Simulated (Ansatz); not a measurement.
# SiCl2 (SMILES Cl[Si]Cl) at B2PLYP/cc-pVTZ

Aim: the electronic atomisation energy of SiCl2 at B2PLYP/cc-pVTZ, from 3 runs. 

Program for the calculation: Ansatz 0.2.0.

37 further runs of the same task are left out: 1 that didn't finish, 36 set aside as unsound or not needed.

### Step 1. The structure to begin with

SiCl2: 3 atoms, total charge 0, spin state singlet. As SMILES, `Cl[Si]Cl`. The coordinates come from a PBE0-D4/def2-TZVP relaxation.

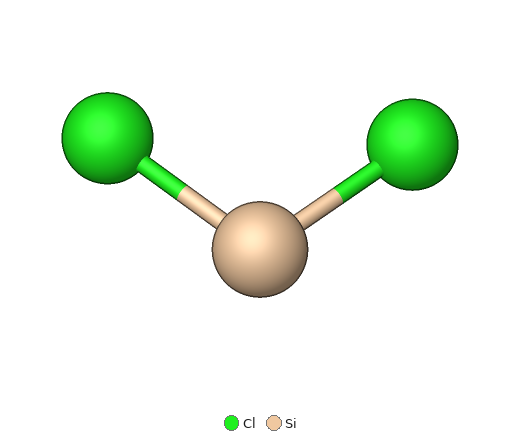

The structure, seen from a chosen angle (chlorine green, silicon light orange).

### Step 2. The energy at B2PLYP/cc-pVTZ

The input, job.yaml:

```yaml
crystal:
  periodic: [false, false, false]
  atoms:
    - {symbol: Cl, position_ang: [0.293800, 1.603800, 0.338000]}
    - {symbol: Si, position_ang: [-0.770100, -0.010400, -0.422000]}
    - {symbol: Cl, position_ang: [0.476300, -1.593400, 0.084000]}
basis:
  gaussian: {orbitals: cc-pVTZ}
correlation: {frozen_orbitals: {Cl: 5, Si: 5}}
output: {orbitals: {seedname: orbitals}}
accuracy: high
hamiltonian: {xc: {name: B2PLYP}}
```

Started as:

```console
$ ansatz run job.yaml --threads 1 --pin off --max-ram 3480MiB --events-out events.jsonl --progress --plain --runs-dir runs
```

The program printed:

```text
Warning: RAYON_NUM_THREADS=1 ignored (pool sized by the plan → 1); use --threads N
Functional definition: B2PLYP
  name "B2PLYP"
  parameter a = 0.53
  parameter c = 0.27
  exchange = (1 - a)*b88_x + a*exact_x
  correlation = (1 - c)*lyp_c + c*(mp2_os + mp2_ss)
1569 factors; integrals over basis functions are off by at most 3.2e-9 eV
mean field evaluation 1: about -32910.7105 eV, gradient 1.6e1 eV
mean field evaluation 2: about -32910.8747 eV, gradient 1.6e1 eV
mean field evaluation 4: about -32911.6298 eV, gradient 1.1e0 eV
mean field evaluation 8: about -32911.6397 eV, gradient 1.8e-2 eV
mean field evaluation 16: about -32911.6398 eV, gradient 7.3e-6 eV
mean field -32911.63975416 eV, -1209.4804526547 hartree, gradient 2.8e-8 eV, S^2 0.000000; 0 other end points of the search recorded, 0 dependent functions left out
15 core orbitals not correlated: weight in the atoms' cores, before any rotation towards them, 1.000 or more for the frozen orbitals, at most 0.000 for the correlated occupied ones
reference -32911.63977291 eV, -1209.4804533439 hartree; 9, 9 occupied and 78, 78 virtual orbitals, 1569 factors
second order -15.73147576 eV of doubles, -0.00000000 eV of singles
Total energy: -32915.88727137 eV, -1209.6365460331 hartree
```

Wall time 11 s (1 thread of Arm Neoverse V1, shared host); peak memory 0.28 GiB.

### Step 3. The Cl atom, same level

The input, input.yaml:

```yaml
basis:
  gaussian:
    orbitals: cc-pVTZ
crystal:
  periodic: [false, false, false]
  atoms:
    - {symbol: Cl, position_ang: [0.000000, 0.000000, 0.000000]}
correlation:
  frozen_orbitals: {Cl: 5}
hamiltonian:
  xc: {name: B2PLYP}
accuracy: high
magnetization:
  spin_polarized: true
  initial_magnetization: 1
```

Run the same way, it converges to -460.03002 Eh (log not shown).

### Step 4. The Si atom, same level

The input, run.yaml:

```yaml
crystal:
  periodic: [false, false, false]
  atoms:
    - {symbol: Si, position_ang: [0.000000, 0.000000, 0.000000]}
basis:
  gaussian: {orbitals: cc-pVTZ}
magnetization: {spin_polarized: true, initial_magnetization: 2}
hamiltonian: {xc: {name: B2PLYP}}
correlation: {frozen_orbitals: {Si: 5}}
accuracy: high
```

Run the same way, it converges to -289.25844 Eh (log not shown).

### Step 5. Summary of results

Level: B2PLYP/cc-pVTZ, 15 core orbitals frozen.

| quantity | value |
| --- | --- |
| molecule: total energy | -1209.63655 Eh |
| molecule: HOMO energy (SCF part's orbitals) | -8.66 eV |
| molecule: LUMO energy (SCF part's orbitals) | -1.65 eV |
| molecule: HOMO–LUMO gap (SCF part's orbitals) | 7.00 eV |
| Cl atom: total energy | -460.03002 Eh |
| Cl atom: ⟨S²⟩ | 0.755 |
| Si atom: total energy | -289.25844 Eh |
| Si atom: ⟨S²⟩ | 2.007 |
| electronic atomisation energy | 8.655 eV |

What this shows: Taking the molecule apart into free atoms costs 8.66 eV (200 kcal/mol), before zero-point energy and without spin-orbit coupling.
